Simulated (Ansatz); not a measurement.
# GeH4O (singlet): correlated methods under varied settings at distance Ge1–O2 = 1.402 Å

What do other methods and options give for GeH4O (singlet) at this geometry, and how long do they take?

Method: the settings change from run to run; program: Ansatz 0.2.0, Gaussian basis.

22 further runs of the same task are left out: 1 for a known fault of the program, 2 for a mislabelled method, 13 that didn't finish, 6 set aside as unsound or not needed.

### 1 The system

The geometry derives from a PBE0/def2-TZVP stationary point (not a proven minimum). One bond is set to the value named and the two fragments are kept rigid. No spin-orbit coupling is included. The filled d shell of Ge may be among the frozen orbitals whatever the setting's name suggests; the logs give the count.

6 atoms, charge 0, spin multiplicity 1.

Atoms are counted from 1 here; the program's logs count them from 0.

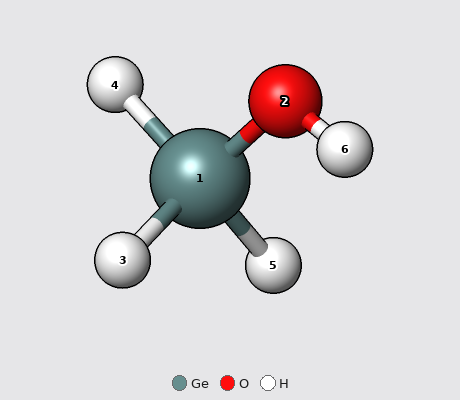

The geometry (germanium teal, oxygen red, hydrogen white); atoms are numbered from 1 in the order of the file.

### 2 MP2 on RHF/cc-pVDZ

File in.yaml:

```yaml
crystal:
  periodic: [false, false, false]
  atoms:
    - {symbol: Ge, position_ang: [0.000000, -0.007087, 0.245836]}
    - {symbol: O, position_ang: [0.000000, 0.084909, -1.153142]}
    - {symbol: H, position_ang: [1.259685, -0.755554, 0.723259]}
    - {symbol: H, position_ang: [0.000000, 1.448272, 0.720710]}
    - {symbol: H, position_ang: [-1.259685, -0.755554, 0.723259]}
    - {symbol: H, position_ang: [0.000000, -0.774206, -1.579849]}
basis:
  gaussian: {orbitals: cc-pVDZ}
magnetization: {spin_polarized: false}
correlation: {method: mp2, electrons: outside_noble_gas}
```

Run with:

```console
$ ansatz run in.yaml --threads 1 --pin off --events-out ev --progress --plain --max-ram 2393MiB
```

The program printed:

```text
Functional definition: HF
  name "HF"
  cite "Fock, Z. Phys. 61, 126 (1930) doi:10.1007/BF01340294"
  parent pbe
  exchange = exact_x
  correlation = 0
631 factors; integrals over basis functions are off by at most 1.3e-3 eV
mean field evaluation 1: about -58567.1905 eV, gradient 3.3e1 eV
mean field evaluation 2: about -58567.1973 eV, gradient 3.3e1 eV
mean field evaluation 4: about -58569.2119 eV, gradient 2.0e0 eV
mean field evaluation 8: about -58569.2267 eV, gradient 3.2e-4 eV
mean field -58569.22669950 eV, -2152.3793815588 hartree, gradient 1.9e-6 eV, S^2 0.000000; 0 other end points of the search recorded, 0 dependent functions left out
15 core orbitals not correlated: weight in the atoms' cores, before any rotation towards them, 0.894 or more for the frozen orbitals, at most 0.099 for the correlated occupied ones
reference -58569.22669950 eV, -2152.3793815588 hartree; 7, 7 occupied and 39, 39 virtual orbitals, 631 factors
second order -7.84109975 eV of doubles, -0.00000000 eV of singles
Total energy: -58577.06779925 eV, -2152.6675366599 hartree
```

Run time: 0.76 s. Hardware: 1 thread of Arm Neoverse V1, shared host.

### 3 CCSD(T) on UHF/6-31G*

Changes to in.yaml since step 2:

```diff
@@ -10,4 +10,5 @@
 basis:
-  gaussian: {orbitals: cc-pVDZ}
-magnetization: {spin_polarized: false}
-correlation: {method: mp2, electrons: outside_noble_gas}
+  gaussian: {orbitals: "6-31G*"}
+magnetization: {spin_polarized: true, initial_magnetization: 0}
+correlation: {method: ccsd_t, electrons: outside_noble_gas}
+output: {forces: true}
```

Launched as before.

The program printed, cut to the lines that bear on the results:

```text
Functional definition: HF
  name "HF"
  cite "Fock, Z. Phys. 61, 126 (1930) doi:10.1007/BF01340294"
  parent pbe
[...]
569 factors; integrals over basis functions are off by at most 6.7e-4 eV
[...]
mean field -58561.98786903 eV, -2152.1133594457 hartree, gradient 2.3e-6 eV, S^2 0.000000; 0 other end points of the search recorded, 0 dependent functions left out
15 core orbitals not correlated: weight in the atoms' cores, before any rotation towards them, 0.884 or more for the frozen orbitals, at most 0.108 for the correlated occupied ones
reference -58561.98786903 eV, -2152.1133594457 hartree; 7, 7 occupied and 36, 36 virtual orbitals, 569 factors
second order -6.92318597 eV of doubles, -0.00000000 eV of singles
cycle   1  -7.28170217 eV  change   -3.6e-1 eV  update   6.2e-2
[...]
cycle   9  -7.54613593 eV  change   -3.3e-6 eV  update   3.3e-6
perturbative correction -0.12533446 eV, -0.0046059566 hartree
[...]
Total energy: -58569.65933942 eV, -2152.3952807828 hartree
Atom 0 at     0.000000    -0.007087     0.245836 Å, force     0.000000    -0.980140    29.422855 eV/Å
Atom 1 at     0.000000     0.084909    -1.153142 Å, force     0.000000     1.252976   -29.882899 eV/Å
Atom 2 at     1.259685    -0.755554     0.723259 Å, force     0.436524    -0.320726     0.545826 eV/Å
Atom 3 at     0.000000     1.448272     0.720710 Å, force    -0.000000     0.442285     0.615101 eV/Å
Atom 4 at    -1.259685    -0.755554     0.723259 Å, force    -0.436524    -0.320726     0.545826 eV/Å
Atom 5 at     0.000000    -0.774206    -1.579849 Å, force    -0.000000    -0.073667    -1.246709 eV/Å
Dipole moment:     0.000000    -0.305820    -0.181414 e Å
```

It took 6.5 s on 1 thread of Arm Neoverse V1, shared host.

From the report: ⟨S²⟩ of the determinant 0.000 (pure singlet: 0.00); correlation -7.6715 eV; T1 0.010; largest double amplitude 0.04.

### 4 CCSD on RHF/cc-pVDZ

Changes to in.yaml since step 3:

```diff
@@ -10,5 +10,4 @@
 basis:
-  gaussian: {orbitals: "6-31G*"}
-magnetization: {spin_polarized: true, initial_magnetization: 0}
-correlation: {method: ccsd_t, electrons: outside_noble_gas}
-output: {forces: true}
+  gaussian: {orbitals: cc-pVDZ}
+magnetization: {spin_polarized: false}
+correlation: {method: ccsd, electrons: valence}
```

Launched as before.

The program printed, cut to the lines that bear on the results:

```text
Functional definition: HF
  name "HF"
  cite "Fock, Z. Phys. 61, 126 (1930) doi:10.1007/BF01340294"
  parent pbe
[...]
631 factors; integrals over basis functions are off by at most 1.3e-3 eV
[...]
mean field -58569.22669950 eV, -2152.3793815588 hartree, gradient 1.9e-6 eV, S^2 0.000000; 0 other end points of the search recorded, 0 dependent functions left out
10 core orbitals not correlated: weight in the atoms' cores, before any rotation towards them, 1.000 or more for the frozen orbitals, at most 0.000 for the correlated occupied ones
reference -58569.22669950 eV, -2152.3793815588 hartree; 12, 12 occupied and 39, 39 virtual orbitals, 631 factors
second order -8.45375470 eV of doubles, -0.00000000 eV of singles
cycle   1  -8.87520383 eV  change   -4.2e-1 eV  update   6.6e-2
[...]
cycle   8  -9.17638633 eV  change    3.6e-6 eV  update   9.8e-6
Total energy: -58578.40308582 eV, -2152.7166075363 hartree
```

Run time: 1.6 s. Hardware: 1 thread of Arm Neoverse V1, shared host.

From the report: correlation -9.1764 eV; T1 0.008; largest double amplitude 0.03.

### 5 CCSD on RHF/def2-SVPD

Changes to in.yaml since step 4:

```diff
@@ -10,4 +10,5 @@
 basis:
-  gaussian: {orbitals: cc-pVDZ}
+  gaussian: {orbitals: def2-SVPD}
 magnetization: {spin_polarized: false}
-correlation: {method: ccsd, electrons: valence}
+correlation: {method: ccsd, electrons: outside_noble_gas}
+accuracy: high
```

The command is unchanged.

The program printed, cut to the lines that bear on the results:

```text
Functional definition: HF
  name "HF"
  cite "Fock, Z. Phys. 61, 126 (1930) doi:10.1007/BF01340294"
  parent pbe
[...]
1846 factors; integrals over basis functions are off by at most 4.8e-9 eV
[...]
mean field -58561.60858338 eV, -2152.0994209552 hartree, gradient 1.3e-8 eV, S^2 0.000000; 0 other end points of the search recorded, 0 dependent functions left out
15 core orbitals not correlated: weight in the atoms' cores, before any rotation towards them, 0.892 or more for the frozen orbitals, at most 0.100 for the correlated occupied ones
reference -58561.60858338 eV, -2152.0994209552 hartree; 7, 7 occupied and 71, 71 virtual orbitals, 1846 factors
second order -8.19269599 eV of doubles, -0.00000000 eV of singles
cycle   1  -8.63525359 eV  change   -4.4e-1 eV  update   6.8e-2
[...]
cycle  20  -8.92806848 eV  change   4.8e-10 eV  update  4.6e-10
Total energy: -58570.53665186 eV, -2152.4275214203 hartree
```

It took 8 s on 1 thread of Arm Neoverse V1, shared host; peak memory 0.44 GiB.

From the report: correlation -8.9281 eV; T1 0.011; largest double amplitude 0.02.

### 6 CCSD on UHF/STO-3G

Changes to in.yaml since step 5:

```diff
@@ -10,5 +10,6 @@
 basis:
-  gaussian: {orbitals: def2-SVPD}
-magnetization: {spin_polarized: false}
-correlation: {method: ccsd, electrons: outside_noble_gas}
+  gaussian: {orbitals: STO-3G, fitting: {mean_field: def2-universal-jkfit}}
+magnetization: {spin_polarized: true, initial_magnetization: 0}
+correlation: {method: ccsd, electrons: outside_noble_gas, diis_vectors: 12}
 accuracy: high
+output: {forces: true}
```

The command is unchanged.

The program printed, cut to the lines that bear on the results:

```text
Functional definition: HF
  name "HF"
  cite "Fock, Z. Phys. 61, 126 (1930) doi:10.1007/BF01340294"
  parent pbe
[...]
415 factors; integrals over basis functions are off by at most 1.6e-2 eV
[...]
mean field -57901.35107852 eV, -2127.8354051902 hartree, gradient 1.1e-8 eV, S^2 0.000000; 0 other end points of the search recorded, 0 dependent functions left out
15 core orbitals not correlated, not the lowest: weight in the atoms' cores, before any rotation towards them, 0.730 or more for the frozen orbitals, at most 0.100 for the correlated occupied ones
reference -57901.35107852 eV, -2127.8354051902 hartree; 7, 7 occupied and 5, 5 virtual orbitals, 415 factors
second order -1.86439581 eV of doubles, -0.00000000 eV of singles
cycle   1  -2.26571058 eV  change   -4.0e-1 eV  update   5.8e-2
[...]
cycle  17  -2.49373448 eV  change  -1.1e-10 eV  update   1.6e-9
[...]
Total energy: -57903.84481299 eV, -2127.9270482419 hartree
Atom 0 at     0.000000    -0.007087     0.245836 Å, force     0.000000    -0.051483    18.407234 eV/Å
Atom 1 at     0.000000     0.084909    -1.153142 Å, force    -0.000000     1.519852   -16.880445 eV/Å
Atom 2 at     1.259685    -0.755554     0.723259 Å, force    -0.724147     0.356471     0.331375 eV/Å
Atom 3 at     0.000000     1.448272     0.720710 Å, force     0.000000    -0.901891     0.220931 eV/Å
Atom 4 at    -1.259685    -0.755554     0.723259 Å, force     0.724147     0.356471     0.331375 eV/Å
Atom 5 at     0.000000    -0.774206    -1.579849 Å, force     0.000000    -1.279420    -2.410469 eV/Å
Dipole moment:     0.000000    -0.248623    -0.038806 e Å
```

It took 0.57 s on 1 thread of Arm Neoverse V1, shared host.

From the report: ⟨S²⟩ of the determinant 0.000 (pure singlet: 0.00); correlation -2.4937 eV; T1 0.008; largest double amplitude 0.05.

### 7 CCSD(T) on UHF/cc-pVDZ

Changes to in.yaml since step 6:

```diff
@@ -10,6 +10,6 @@
 basis:
-  gaussian: {orbitals: STO-3G, fitting: {mean_field: def2-universal-jkfit}}
+  gaussian: {orbitals: cc-pVDZ}
 magnetization: {spin_polarized: true, initial_magnetization: 0}
-correlation: {method: ccsd, electrons: outside_noble_gas, diis_vectors: 12}
+correlation: {method: ccsd_t, electrons: valence}
 accuracy: high
-output: {forces: true}
+scf: {lower_state_search: full}
```

Launched as before.

The program printed, cut to the lines that bear on the results:

```text
Functional definition: HF
  name "HF"
  cite "Fock, Z. Phys. 61, 126 (1930) doi:10.1007/BF01340294"
  parent pbe
[...]
1384 factors; integrals over basis functions are off by at most 4.4e-9 eV
[...]
mean field -58569.22687296 eV, -2152.3793879333 hartree, gradient 1.4e-8 eV, S^2 0.000000; 0 other end points of the search recorded, 0 dependent functions left out
10 core orbitals not correlated: weight in the atoms' cores, before any rotation towards them, 1.000 or more for the frozen orbitals, at most 0.000 for the correlated occupied ones
reference -58569.22687296 eV, -2152.3793879333 hartree; 12, 12 occupied and 39, 39 virtual orbitals, 1384 factors
second order -8.45380680 eV of doubles, -0.00000000 eV of singles
cycle   1  -8.87521288 eV  change   -4.2e-1 eV  update   6.6e-2
[...]
cycle  18  -9.17639572 eV  change  -3.8e-10 eV  update   1.6e-9
perturbative correction -0.18336948 eV, -0.0067387041 hartree
Total energy: -58578.58663816 eV, -2152.7233529601 hartree
```

It took 9.5 s on 1 thread of Arm Neoverse V1, shared host.

From the report: ⟨S²⟩ of the determinant 0.000 (pure singlet: 0.00); correlation -9.3598 eV; T1 0.008; largest double amplitude 0.03.

### 8 MP2 on UHF/cc-pVDZ

Changes to in.yaml since step 7:

```diff
@@ -12,4 +12,3 @@
 magnetization: {spin_polarized: true, initial_magnetization: 0}
-correlation: {method: ccsd_t, electrons: valence}
-accuracy: high
-scf: {lower_state_search: full}
+correlation: {method: mp2, electrons: valence}
+output: {forces: true}
```

Launched as before.

The program printed, cut to the lines that bear on the results:

```text
Functional definition: HF
  name "HF"
  cite "Fock, Z. Phys. 61, 126 (1930) doi:10.1007/BF01340294"
  parent pbe
[...]
631 factors; integrals over basis functions are off by at most 1.3e-3 eV
[...]
mean field -58569.22669950 eV, -2152.3793815588 hartree, gradient 2.3e-6 eV, S^2 0.000000; 0 other end points of the search recorded, 0 dependent functions left out
10 core orbitals not correlated: weight in the atoms' cores, before any rotation towards them, 1.000 or more for the frozen orbitals, at most 0.000 for the correlated occupied ones
reference -58569.22669950 eV, -2152.3793815588 hartree; 12, 12 occupied and 39, 39 virtual orbitals, 631 factors
second order -8.45375469 eV of doubles, -0.00000000 eV of singles
[...]
Total energy: -58577.68045418 eV, -2152.6900513134 hartree
Atom 0 at     0.000000    -0.007087     0.245836 Å, force    -0.000000    -1.009342    29.462756 eV/Å
Atom 1 at     0.000000     0.084909    -1.153142 Å, force    -0.000000     0.976301   -29.772154 eV/Å
Atom 2 at     1.259685    -0.755554     0.723259 Å, force     0.092568    -0.116009     0.445417 eV/Å
Atom 3 at     0.000000     1.448272     0.720710 Å, force    -0.000000     0.045339     0.496495 eV/Å
Atom 4 at    -1.259685    -0.755554     0.723259 Å, force    -0.092568    -0.116009     0.445417 eV/Å
Atom 5 at     0.000000    -0.774206    -1.579849 Å, force    -0.000000     0.219720    -1.077931 eV/Å
Dipole moment:     0.000000    -0.279589    -0.217665 e Å
```

It took 2.1 s on 1 thread of Arm Neoverse V1, shared host.

From the report: ⟨S²⟩ of the determinant 0.000 (pure singlet: 0.00).

### 9 BCCD on RHF/6-31G

Changes to in.yaml since step 8:

```diff
@@ -10,5 +10,4 @@
 basis:
-  gaussian: {orbitals: cc-pVDZ}
-magnetization: {spin_polarized: true, initial_magnetization: 0}
-correlation: {method: mp2, electrons: valence}
-output: {forces: true}
+  gaussian: {orbitals: 6-31G}
+magnetization: {spin_polarized: false}
+correlation: {method: bccd, electrons: outside_noble_gas}
```

The command is unchanged.

The program printed, cut to the lines that bear on the results:

```text
Functional definition: HF
  name "HF"
  cite "Fock, Z. Phys. 61, 126 (1930) doi:10.1007/BF01340294"
  parent pbe
[...]
458 factors; integrals over basis functions are off by at most 3.8e-4 eV
[...]
mean field -58559.27248472 eV, -2152.0135709128 hartree, gradient 2.2e-6 eV, S^2 0.000000; 0 other end points of the search recorded, 0 dependent functions left out
15 core orbitals not correlated: weight in the atoms' cores, before any rotation towards them, 0.862 or more for the frozen orbitals, at most 0.129 for the correlated occupied ones
reference -58559.27248472 eV, -2152.0135709128 hartree; 7, 7 occupied and 24, 24 virtual orbitals, 458 factors
second order -4.77133581 eV of doubles, -0.00000000 eV of singles
cycle   1  -5.02767487 eV  change   -2.6e-1 eV  update   6.2e-2
[...]
cycle   8  -5.26979307 eV  change    1.0e-6 eV  update   1.4e-5
Total energy: -58564.54227779 eV, -2152.2072322361 hartree
```

Wall time 0.72 s (1 thread of Arm Neoverse V1, shared host).

From the report: correlation -5.2698 eV; largest double amplitude 0.04.

### 10 BCCD on RHF/cc-pVDZ

Changes to in.yaml since step 9:

```diff
@@ -10,4 +10,7 @@
 basis:
-  gaussian: {orbitals: 6-31G}
+  gaussian: {orbitals: cc-pVDZ}
 magnetization: {spin_polarized: false}
-correlation: {method: bccd, electrons: outside_noble_gas}
+hamiltonian: {pseudopotentials: {relativity: scalar}}
+correlation: {method: bccd, electrons: outside_noble_gas, diis_vectors: 12}
+scf: {lower_state_search: light}
+output: {forces: true}
```

Launched as before.

The program printed, cut to the lines that bear on the results:

```text
Functional definition: HF
  name "HF"
  cite "Fock, Z. Phys. 61, 126 (1930) doi:10.1007/BF01340294"
  parent pbe
[...]
631 factors; integrals over basis functions are off by at most 1.3e-3 eV
[...]
mean field -59036.34349366 eV, -2169.5456071213 hartree, gradient 1.9e-6 eV, S^2 0.000000; 0 other end points of the search recorded, 0 dependent functions left out
15 core orbitals not correlated: weight in the atoms' cores, before any rotation towards them, 0.888 or more for the frozen orbitals, at most 0.105 for the correlated occupied ones
reference -59036.34349366 eV, -2169.5456071213 hartree; 7, 7 occupied and 39, 39 virtual orbitals, 631 factors
second order -7.85372091 eV of doubles, -0.00000000 eV of singles
cycle   1  -8.31656775 eV  change   -4.6e-1 eV  update   6.3e-2
[...]
cycle   8  -8.58136684 eV  change    1.1e-5 eV  update   1.0e-5
[...]
Total energy: -59044.92486051 eV, -2169.8609665361 hartree
Relativity: scalar
Atom 0 at     0.000000    -0.007087     0.245836 Å, force     0.000000    -0.998173    29.247040 eV/Å
Atom 1 at     0.000000     0.084909    -1.153142 Å, force     0.000000     0.889781   -29.630362 eV/Å
Atom 2 at     1.259685    -0.755554     0.723259 Å, force     0.140471    -0.144999     0.449251 eV/Å
Atom 3 at     0.000000     1.448272     0.720710 Å, force     0.000000     0.109127     0.514587 eV/Å
Atom 4 at    -1.259685    -0.755554     0.723259 Å, force    -0.140471    -0.144999     0.449251 eV/Å
Atom 5 at     0.000000    -0.774206    -1.579849 Å, force     0.000000     0.289262    -1.029767 eV/Å
Dipole moment:     0.000000    -0.279206    -0.209891 e Å
```

It took 3 s on 1 thread of Arm Neoverse V1, shared host.

From the report: correlation -8.5814 eV; largest double amplitude 0.03.

### 11 All runs side by side

Where basis and cores are those of an earlier RCCSDT(Q)/cc-pVDZ run (-58577.9836 eV), and the state is the same kind, the miss against it is given.

| level | correlated | functions | energy (eV) | from RCCSDT(Q) (meV) | time |
| --- | --- | --- | --- | --- | --- |
| MP2 on RHF/cc-pVDZ | outside noble gas | 61 | -58577.0678 | 915.8 | 0.76 s |
| CCSD(T) on UHF/6-31G* | outside noble gas | 58 | -58569.6593 |  | 6.5 s |
| CCSD on RHF/cc-pVDZ | valence | 61 | -58578.4031 |  | 1.6 s |
| CCSD on RHF/def2-SVPD | outside noble gas | 93 | -58570.5367 |  | 8 s |
| CCSD on UHF/STO-3G | outside noble gas | 27 | -57903.8448 |  | 0.57 s |
| CCSD(T) on UHF/cc-pVDZ | valence | 61 | -58578.5866 |  | 9.5 s |
| MP2 on UHF/cc-pVDZ | valence | 61 | -58577.6805 |  | 2.1 s |
| BCCD on RHF/6-31G | outside noble gas | 46 | -58564.5423 |  | 0.72 s |
| BCCD on RHF/cc-pVDZ (relativity set) | outside noble gas | 61 | -59044.9249 |  | 3 s |

### 12 Outcome

| quantity | value |
| --- | --- |
| runs | 9 |
| quickest | CCSD on UHF/STO-3G, 0.57 s |
| slowest | CCSD(T) on UHF/cc-pVDZ, 9.5 s |

In words: Total energies in different bases, with other cores or another treatment of relativity can't be set against each other. CCSD(T) on UHF/cc-pVDZ took 17 times as long as CCSD on UHF/STO-3G; the jobs differ in more than the method.
